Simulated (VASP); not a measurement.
Band structure of MgB2 (AlB2 type). All values below come from PBE GGA with D3 dispersion (Becke-Johnson damping), VASP's PBE PAW potentials (set 64) (plane waves; VASP).

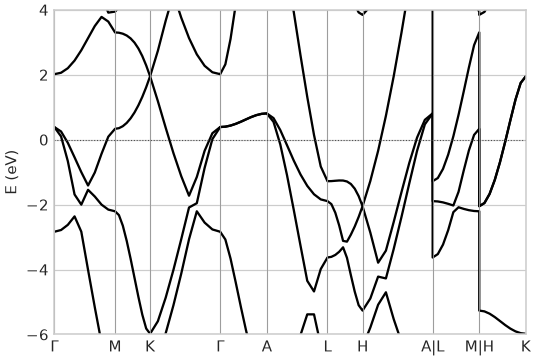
Bands along high-symmetry lines, zero at the valence-band maximum or, without a gap, the Fermi level

Question: Read the plot: is there a gap, and where are the band edges?

Answer: It has no gap at this level: it comes out as a metal or semimetal. (Edges off the drawn lines would not show.)

The compound is MgB2 in the AlB2 type structure. It was relaxed first.
